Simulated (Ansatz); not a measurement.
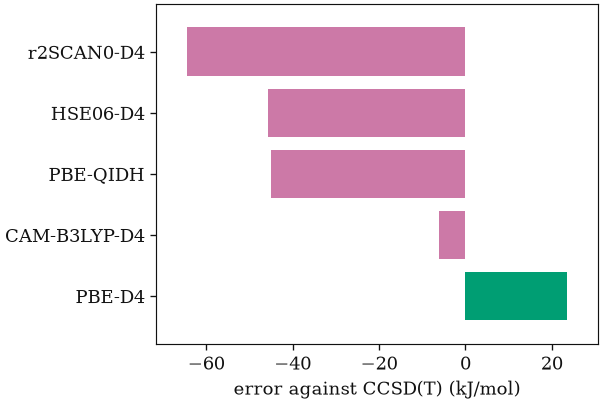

Error in the electronic atomisation energy (method less reference, so positive means overbinding) of SiHOF₂, SMILES O[Si](F)F, doublet: functionals in def2-TZVPP against frozen-core CCSD(T) at the limit (MP2 extrapolated from triple and quadruple zeta, plus CCSD(T) less MP2 in a smaller set), which gives 2050.0 kJ/mol, at a PBE0-D4/def2-TZVP geometry (a minimum by its frequencies), no zero-point or spin-orbit term, the Ansatz code 0.2.0. The reference leaves out core correlation, a term that grows with the number of heavy atoms. PBE-QIDH holds a correlation term that converges slowly with the basis, so part of the distance to the limit is basis error. No dispersion term is added to PBE-QIDH.

What range do the values span?

From −64.5 kJ/mol (r2SCAN0-D4) to 23.6 kJ/mol (PBE-D4).

Which of these levels overbind, and which underbind?

Overbind: PBE-D4. Underbind: r2SCAN0-D4, HSE06-D4 and PBE-QIDH. Within 20 kJ/mol of zero, too close to call in view of what the reference leaves out: CAM-B3LYP-D4.
